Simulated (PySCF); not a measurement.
CS, singlet. PBE/x2c-TZVPPall (sfX2C-1e), PySCF 2.14.0, UKS. One reference determinant with the occupation held, the lowest that a PBE0 search over spins and occupations found; no spin-orbit coupling. Zero is the separated fragments in their ground configurations, without counterpoise. With PBE the solution stays closed-shell at all points drawn; such a solution can't reach the open-shell fragments at long range. 2 further points of the run are not drawn. Horizontal lines: vibrational levels from ωe and ωexe, starting at v = 0. The dipole is positive if the first atom is negative.

### What bond curve does the calculation give?

re = 1.546 Å, ωe = 1262 cm⁻¹, ωexe = 6.0 cm⁻¹, De = 7.80 eV.
| r (Å) | E (eV) |
| --- | --- |
| 1.317 | −5.70 |
| 1.378 | −6.80 |
| 1.439 | −7.44 |
| 1.485 | −7.69 |
| 1.531 | −7.79 |
| 1.577 | −7.77 |
| 1.638 | −7.61 |
| 1.715 | −7.26 |
| 1.807 | −6.69 |
| 1.929 | −5.82 |

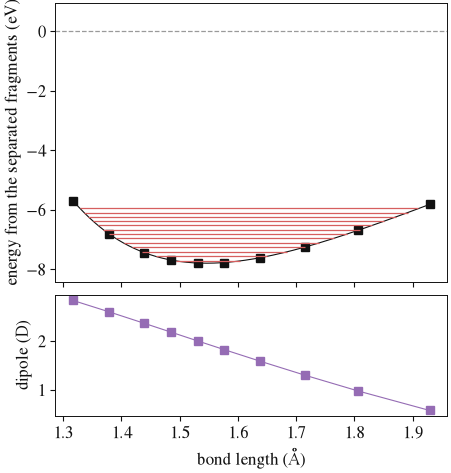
